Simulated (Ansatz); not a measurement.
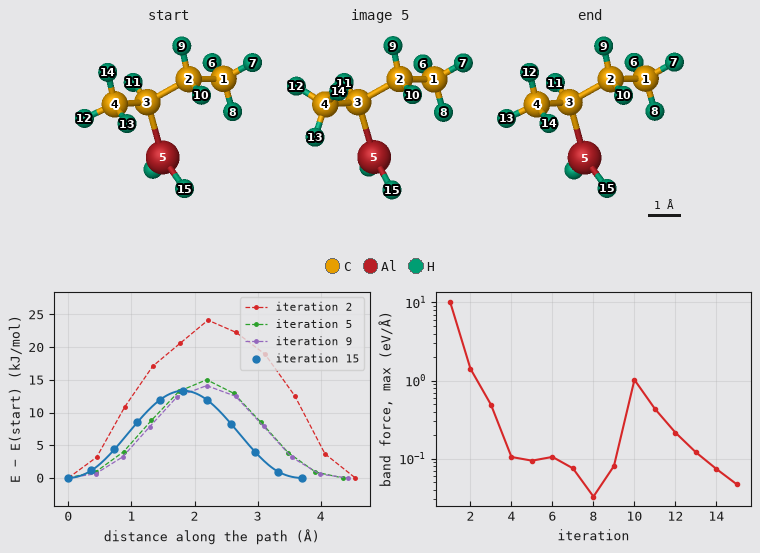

A search for the minimum-energy path of C$_{4}$H$_{11}$Al by the nudged elastic band. Images are numbered from 0 (start) to 10 (end). The plot follows the band through its iterations. Style: ball-and-stick. Shown at a tilt.

Level of theory: Ansatz, RKS PBE-D4/STO-3G. Set-up: 9 movable images; climbing image; force threshold 0.05 eV/Å; iteration limit 60; starting path through a guess of the saddle point.

Q: Did the band converge, and can the barrier be trusted?

A: The result is final at these settings. The band converged in 15 iterations. The largest component of the band force went from 10 to 0.047 eV/Å. The climbing image converged on the top of the path. Its vibrational analysis gives one imaginary mode (233i cm⁻¹), as a transition state must have. The first iteration put the highest image at 192.9 kJ/mol. The barrier is about 13.3 kJ/mol in both directions, with image 5 at the top; the ends have the same energy.

Limits of the set-up: STO-3G is a minimal basis, so the numbers are rough.
